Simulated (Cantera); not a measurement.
Feed: 1 mol borazine, 0.18 mol O2, equilibrated at 0.0170 bar.

Cantera equilibrium calculation (NASA polynomials, part measured and part estimated; ideal gas, pure solids and liquids). Candidate condensed phases: B, BN, B2O3, B3O3H3, H2O; 39 gas species. The feed counts by its element totals alone. Mutual solubility and eutectic melting of coexisting phases are not modelled. Kinetics and transport are ignored.

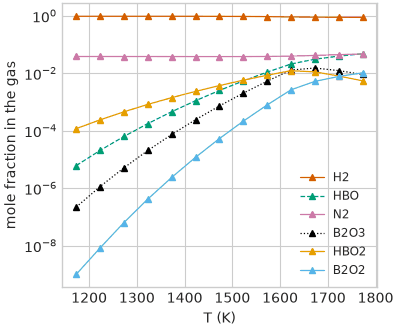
Fig. 1. Equilibrium gas composition (values under 1e-9 drawn at 1e-9)

From 1173 K to 1623 K the condensed part is BN(s) + B2O3(l). From 1673 K to 1773 K the condensed part is BN(s). The main B-bearing gas is HBO2 at 1173 K and HBO at 1773 K.
